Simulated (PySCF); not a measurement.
# HfFOH: frequency calculation

HfFOH, computed with UKS-based PBE0, Hf def2-TZVP with ECP60, F def2-TZVP, O def2-TZVP, H def2-TZVP; non-relativistic Hamiltonian with a scalar-relativistic core potential; density fitting (PySCF 2.14.0).

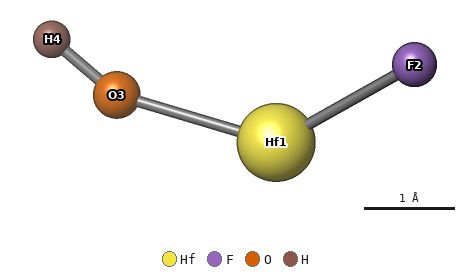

*The structure as given in the input (ball-and-stick view, seen at a tilt; atoms are numbered from 1 in the order of the input). Sticks mark near contacts.*

Bond lengths as drawn: F–Hf 1.90 Å, Hf–O 1.90 Å and H–O 0.95 Å.

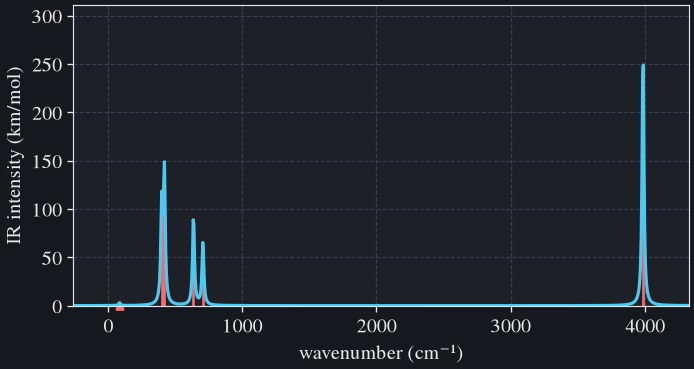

*Harmonic infrared spectrum, unscaled: sticks (degenerate modes added up, dark ones marked on the axis) with a Lorentzian envelope of 16 cm⁻¹ full width, scaled to the tallest stick.*

6 modes from 86 to 3987 cm⁻¹, none imaginary. The strongest line is at 3987 cm⁻¹ (249 km/mol). All modes, in cm⁻¹ (km/mol): 86 (2.7), 400 (93), 420 (128), 637 (88), 708 (61), 3987 (249).

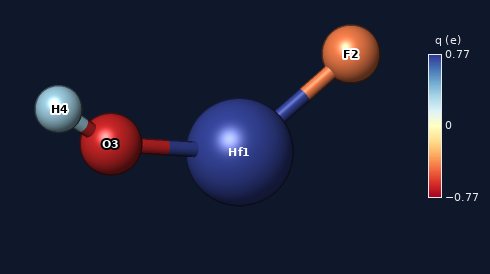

*Mulliken charges, as the colour of each atom (ball-and-stick view, seen at a tilt; atoms are numbered from 1 in the order of the input).*

By element: Hf +0.73, F −0.42, O −0.65 and H +0.34 e.

The input and output of the run follow.

## Input
```python
from pyscf import gto, scf, dft
mol = gto.M(atom='''
Hf    -0.016538    -0.051145    -0.122662
F      1.748062     0.117799     0.558210
O     -1.755680     0.343467     0.522771
H     -2.387550     0.660035     1.163622''',
    basis={'Hf': 'def2-TZVP', 'F': 'def2-TZVP', 'O': 'def2-TZVP', 'H': 'def2-TZVP'},
    ecp={'Hf': 'def2-TZVP'},
    charge=0, spin=0)
mf = dft.UKS(mol, xc='PBE0')
mf.grids.atom_grid = (75, 302)
aux = {'Hf': 'def2-universal-JKFIT', 'F': 'def2-universal-JKFIT', 'O': 'def2-universal-JKFIT', 'H': 'def2-universal-JKFIT'}
mf = mf.density_fit(auxbasis=aux)
mf.conv_tol = 1e-09
mf.diis_space = 10
mf.max_cycle = 60
mf.verbose = 4
mf.kernel()
```

The script is an equivalent of the set-up of the self-consistent field. The run itself was carried out by a driver, which started from the orbitals of the step before it where there was one and computed the further properties.

Launch command:
```bash
OMP_NUM_THREADS=4 python axn.py task.json out
```

## Output
```
init E= -223.655001698768
  alpha nocc = 15  HOMO = -0.196369870109383  LUMO = -0.0696157687933641
  beta  nocc = 15  HOMO = -0.196363431100284  LUMO = -0.0696157687933641
  HOMO = -0.1963634311  LUMO = -0.0696157687934  gap/eV = 3.44898
cycle= 1 E= -223.655001698776  delta_E= -8.75e-12  |g|= 2.31e-06  |ddm|= 7.46e-06
  alpha nocc = 15  HOMO = -0.196370132841306  LUMO = -0.0696163344137239
  beta  nocc = 15  HOMO = -0.196363757630682  LUMO = -0.0696163344137239
  HOMO = -0.196363757631  LUMO = -0.0696163344137  gap/eV = 3.44897
Extra cycle  E= -223.655001698782  delta_E= -5.12e-12  |g|= 4.06e-06  |ddm|= 7.09e-06
converged SCF energy = -223.655001698782  <S^2> = 0.38843423  2S+1 = 1.5980416
```

## Key numbers

| quantity | value |
| --- | --- |
| outcome | converged |
| total energy | −223.655002 hartree |
| ⟨S²⟩ | 0.388 |
| HOMO | −5.34 eV |
| LUMO | −1.89 eV |
| zero-point energy | 0.014213 hartree |
| dipole moment | 2.10 D |
| wavenumbers, lowest and highest | 86 and 3987 cm⁻¹ |
| hardware | 4 threads of Arm Neoverse V2, 24 GiB of memory available, shared host |
| wall time | 65 s (CPU time 3.5 min) |
| peak memory | 1.4 GiB |

## Notes

Checks after the run noted: the SCF density has lower symmetry than the nuclear frame; spin contamination. ⟨S²⟩ is 0.39 against 0.00 for a pure state: the solution is spin-contaminated.
